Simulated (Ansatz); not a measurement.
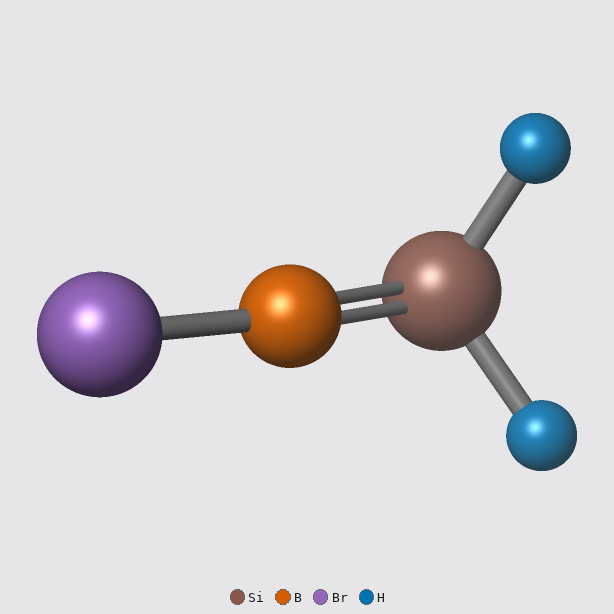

Ball-and-stick drawing of a structure. Double and triple bonds are drawn as two and three sticks.

Which formula does it have?

BBrH2Si, 5 atoms: 1 boron, 1 bromine, 2 hydrogen and 1 silicon.

Name functional groups in it.

Among them: Si–H bond.

How many bonds of each kind are drawn?

2 Si–H, 1 B–Si, 1 B–Br.

Give a SMILES string for it.

[SiH2]=BBr

The parts below concern this one geometry. Atoms keep their numbers from picture to picture. The computed structure is the end point of a PBE0-D4/def2-TZVP optimisation. No frequency run is at hand to confirm it as a minimum.

Shape

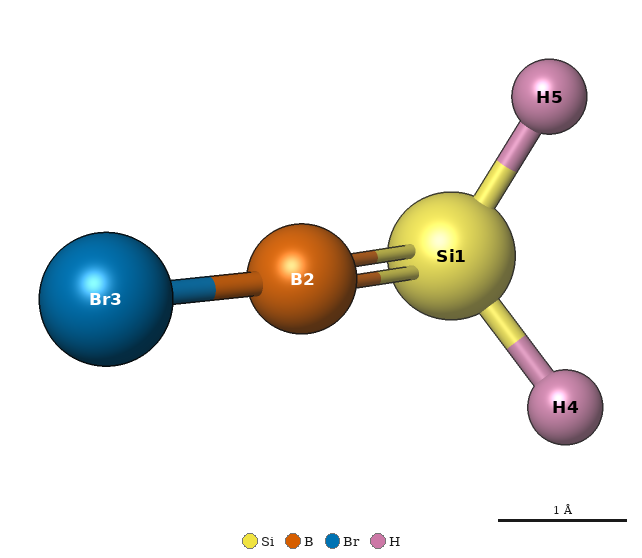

Atoms carry their numbers in the input. No frequency run is at hand to confirm it as a minimum.

List the bonds and their lengths.

| bond | length (Å) | order |
| --- | --- | --- |
| Si1–B2 | 1.873 | double |
| Si1–H4 | 1.492 | single |
| Si1–H5 | 1.492 | single |
| B2–Br3 | 1.832 | single |

Electronic properties

No frequency run is at hand to confirm it as a minimum. Properties computed with RKS PBE0-D4/def2-TZVPP (Ansatz 0.2.0).

What is the HOMO energy (Kohn–Sham orbital)?

−5.96 eV.

What is the LUMO energy (Kohn–Sham orbital)?

−2.61 eV.

Dipole moment

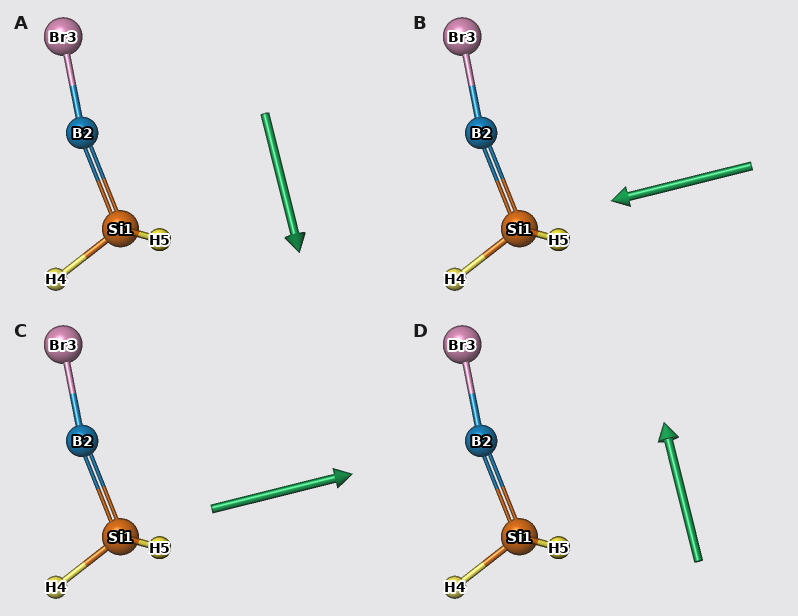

The same molecule four times, each with an arrow. No frequency run is at hand to confirm it as a minimum. Properties computed with RKS PBE0-D4/def2-TZVP (Ansatz 0.2.0).

Which arrow points along the dipole moment, from the negative to the positive end?

D. The dipole moment is 1.65 D; it points from the side of H4, H5 to the side of Br3 (the outermost atoms at the two ends).

Charges

The questions are on Mulliken charges. No frequency run is at hand to confirm it as a minimum. Level of theory: RKS PBE0-D4/def2-TZVP (Ansatz 0.2.0).

Give the Mulliken charges atom by atom.

| atom | value (e) |
| --- | --- |
| Si1 | −0.19 |
| B2 | 0.11 |
| Br3 | 0.07 |
| H4 | 0.01 |
| H5 | 0.01 |

Mulliken values depend strongly on the basis set and can even reverse the polarity of a bond.
